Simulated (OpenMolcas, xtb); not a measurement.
A ladder of methods for CHClGaNO (SMILES O=C=[N][GaH][Cl])

CHClGaNO: 6 atoms, total charge 0, spin state singlet. As SMILES, `O=C=[N][GaH][Cl]`. The shape is that of a PBE0-D4/def2-TZVP optimisation. This is one conformer, not always the lowest.

```xyz
6

O    -0.7002   -2.6266   -0.6967
C    -0.6918   -1.4860   -0.4676
N    -0.7568   -0.3047   -0.2479
Ga    0.2485    1.1244    0.2757
Cl    2.2974    0.6946    0.6778
H    -0.3549    2.5344    0.4127
```

Quantity: the dipole moment, in D. The values are calculated.

| level | kind | program | value (D) | CPU time |
| --- | --- | --- | --- | --- |
| GFN2-xTB | semi-empirical | xtb | 2.72 | under 2 s |
| HF/6-31G* (spherical functions) | Hartree–Fock | OpenMolcas | 2.82 | 12 s |
| SVWN5/6-31G* (spherical functions) | LDA | OpenMolcas | 2.17 | 18 s |
| PBE/6-31G* (spherical functions) | GGA | OpenMolcas | 2.12 | 23 s |
| r2SCAN/6-31G* (spherical functions) | meta-GGA | OpenMolcas | 2.32 | 27 s |
| B3LYP/6-31G* (Cartesian functions) | global hybrid | OpenMolcas | 2.33 | 27 s |

All-electron rows without a relativistic Hamiltonian named are non-relativistic. The values span 2.12 to 2.82 D. Magnitudes only. CPU times are rough (shared hosts, several kinds of processor and program).

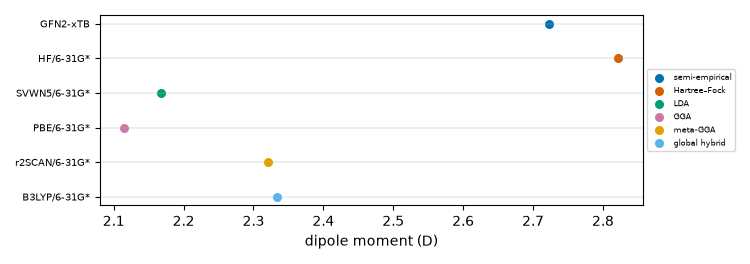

The values of the table, level by level.
